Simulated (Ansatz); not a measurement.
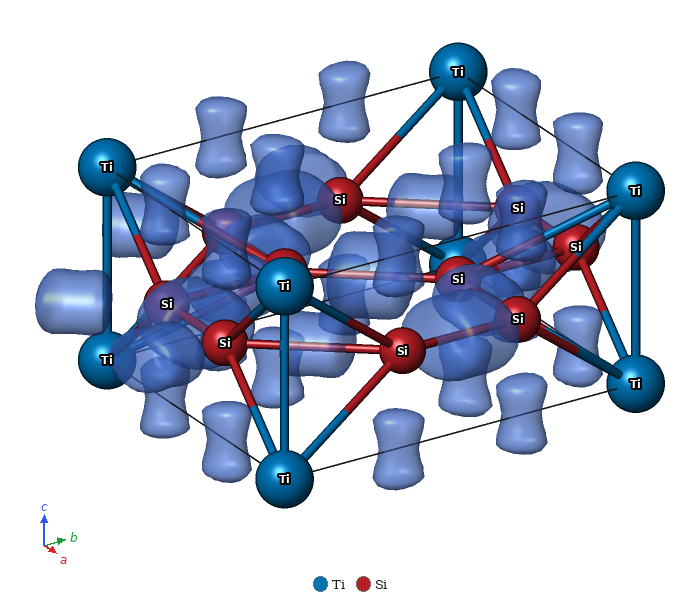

Figure. TiSi$_{6}$. Isosurface of the electron localisation function at 0.75 (blue), seen slightly off an axis. Core shells and regions of very low density are left out. Sticks mark near contacts.

Space group P6/mmm; a structure generated by program, which may or may not match a known phase; computed without spin polarisation.

Method: Ansatz, DFT PBE, scalar-relativistic, plane waves, PAW.

In a PAW calculation such maps are meaningful between the atoms, not at the nuclei.

### Where are the electrons localised?

The surface consists of nine regions between bonded Si–Si atoms and six pockets between the atoms, centred on no nucleus (multi-centre or interstitial), counted in one cell of 7 atoms. Regions shared between cells count once. Profiles from the grid: Si–Si (2.37 Å): the ELF peaks at about 0.90 between the atoms. Ti–Ti (2.67 Å): the ELF is about 0.30 at the midpoint.
